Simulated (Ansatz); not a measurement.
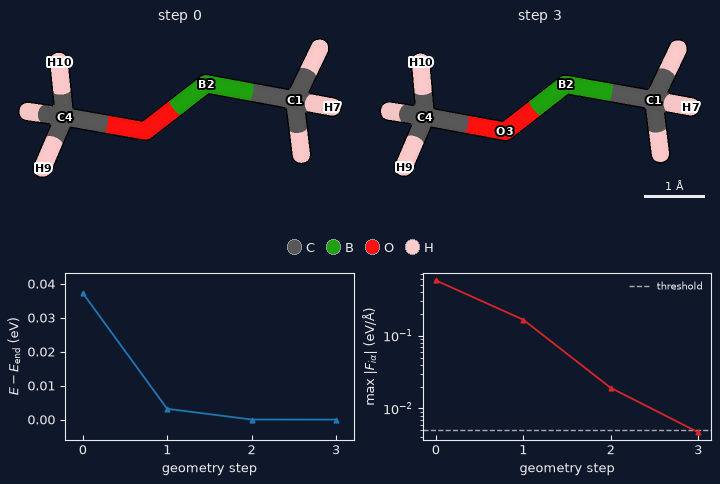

First and last geometry of a relaxation of C₂H₆BO (multiplicity 2), with the history of the run. A stick model, seen at a tilt.

The start comes from PBE-D4/def2-SVP.

The calculation used Ansatz, UKS PBE0-D4/def2-TZVP. Settings: force threshold 0.005 eV/Å; at most 150 steps.

> Read the history and describe the run.

It converged. The atom that moves furthest after the best rigid fit is an H atom (0.034 Å). Largest moves by element: H 0.034 Å, C 0.016 Å, B 0.014 Å, O 0.007 Å. Among the contacts that change: C–H 1.109 → 1.091 Å, B–O 1.343 → 1.331 Å, B–C 1.567 → 1.557 Å, C–O 1.425 → 1.417 Å. The energy falls by 0.037 eV in 3 geometry steps. Largest force component: 0.58 eV/Å at the start, 0.0047 eV/Å at the end. The run took 9 s on 4 threads of Arm Neoverse V2 (shared host).
